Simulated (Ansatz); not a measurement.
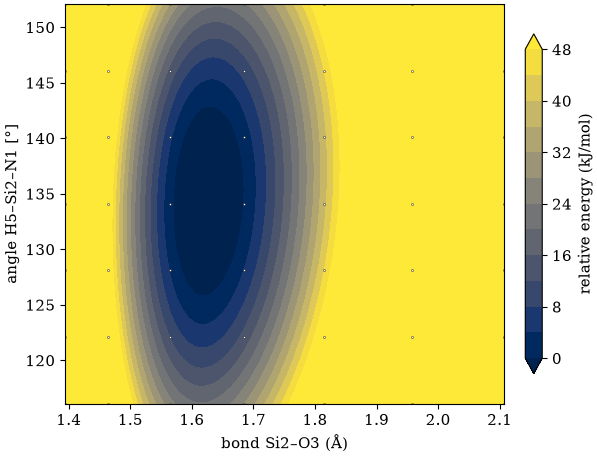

H₃NOSi, SMILES N=[SiH]O. Two internal coordinates are moved rigidly from the geometry relaxed at PBE0-D4/def2-TZVP, all others fixed. Coordinates scanned: (1) bond Si2–O3; (2) angle H5–Si2–N1. The grid has 7 × 7 points. Points are written as (first, second). All energies are given in kJ/mol relative to the lowest grid point. Level of theory: RKS r2SCAN-D4/def2-TZVPP (Ansatz).

Drawn: filled contours, dots at the grid points, one colour for all values above the top of the scale. Between grid points the surface is interpolated.

Where is the minimum, and how stiff is the well along each coordinate?

Answer. The interpolated minimum is at bond Si2–O3 ≈ 1.624 Å, angle H5–Si2–N1 ≈ 134.5°. The curvatures there are about 35 eV/Å² and 5.5 eV/rad², with a cross term of about −1.4 eV/(Å·rad). Round the minimum the two coordinates are weakly coupled (coupling −0.10 in units of the two stiffnesses). (1 eV is 96.5 kJ/mol.)
